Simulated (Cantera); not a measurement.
Charge: 1 mol CH₃F, 0.043 mol CH₄, at 0.133 bar.

Equilibrium computed with Cantera from the NASA thermochemical tables; the gas is ideal and each condensed phase is pure. Candidate condensed phases: C, C₆H₆, C₇H₈, C₈H₁₈; 95 gas species. Kinetics and transport are ignored.

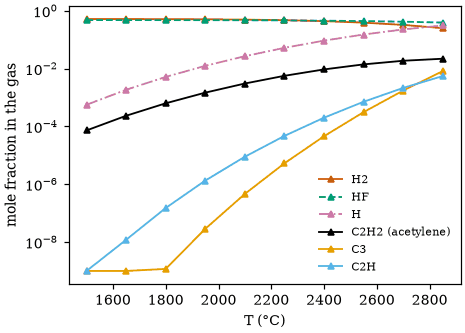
Figure: Equilibrium gas composition (values under 1e-9 drawn at 1e-9)

Q: Read off the mole fractions at 1800 °C.

A: H₂ about 0.52, HF about 0.48, H about 0.0052, C₂H₂ (acetylene) about 0.00063, C₂H about 1.5e-7.
